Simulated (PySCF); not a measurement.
BF4, charge −1, SMILES `F[B-](F)(F)F`.

Computed with PySCF, PBE0/6-31+G*, geometry: GFN2-xTB. No frequency check shows the geometry to be a minimum. For an anion such functionals hold the outermost electrons too loosely, so the response is rough. The basis has diffuse s and p functions alone, which still leaves polarisabilities too small, most of all across bonds.

Coordinates in Å:

```
F1      -0.8025    0.8090    0.7959
B2       0.0000    0.0000   -0.0000
F3      -0.8025   -0.8090   -0.7959
F4       0.8025    0.7960   -0.8089
F5       0.8025   -0.7960    0.8089
```

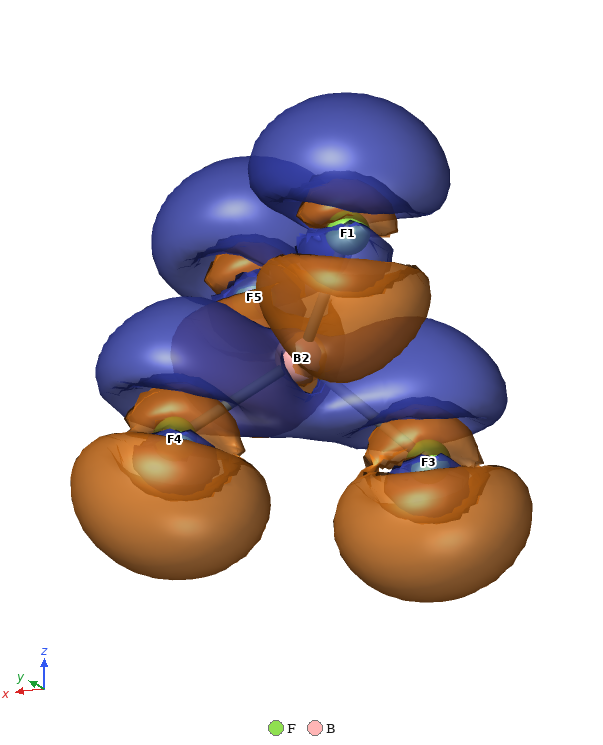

Change of the electron density in a uniform field of 0.15 V/Å, surfaces at ±0.0008 e/Å³ (orange: gain, blue: loss).

> Along which Cartesian direction does the field point?

Along +z: electrons gather on the −z side, against the field.

> What dipole is induced, and what polarisability does it imply?

The induced dipole is 0.15 D (along the field); α along this axis, from the fields in both directions, is 20 bohr³ (3.0 Å³).

> Which atoms gain and lose the most charge?

Electrons gather most on F3 and F4 alike (Hirshfeld charge changes by −0.003 e) and leave F1 and F5 alike most (+0.003 e); 0.019 electrons are displaced in all.
